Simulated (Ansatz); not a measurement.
Consider FGeH···H₂O.

```xyz
6

Ge    0.0228    0.0449   -0.8346
O     1.0086    0.1829    1.2267
H     0.4948   -0.4354    1.7827
H     1.9110   -0.1904    1.1889
F    -1.0874    1.3720   -0.3809
H    -0.8379   -1.1494   -0.0996
```

All numbers below come from Ansatz, RKS PBE-D4/def2-SVP.

> What can the converged electron density and electron localisation function tell about the bonding?

Ge–F (1.79 Å): ρ is about 0.82 e/Å³ halfway; the ELF peaks at about 0.80 in the valence shell of F, 0.5 Å from its nucleus, and is about 0.25 at the midpoint.
Ge–H (1.65 Å): the density is about 0.84 e/Å³ at the midpoint; the ELF climbs to about 1 towards the hydrogen.

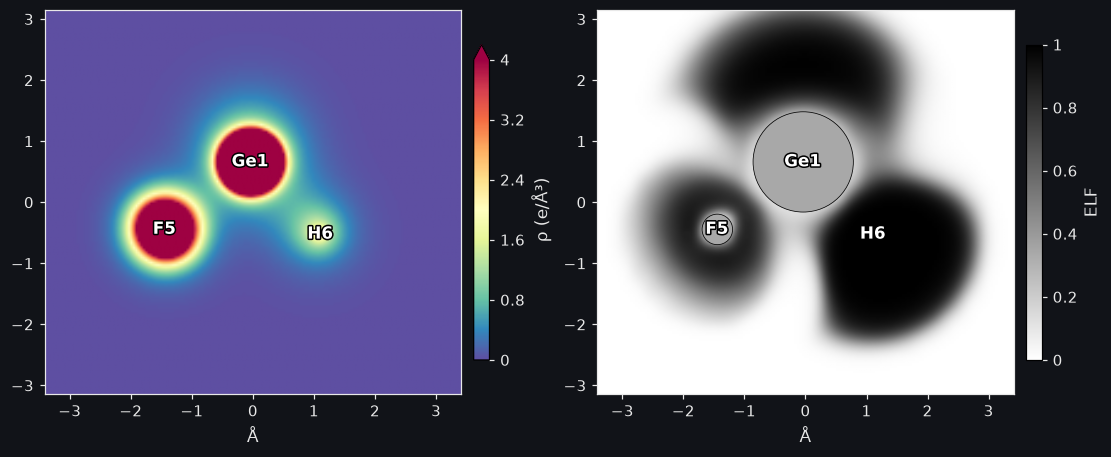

Computed electron density and electron localisation function on the plane of atoms F5, Ge1 and H6, in this order. Grey discs cover the atomic cores in the ELF map. 
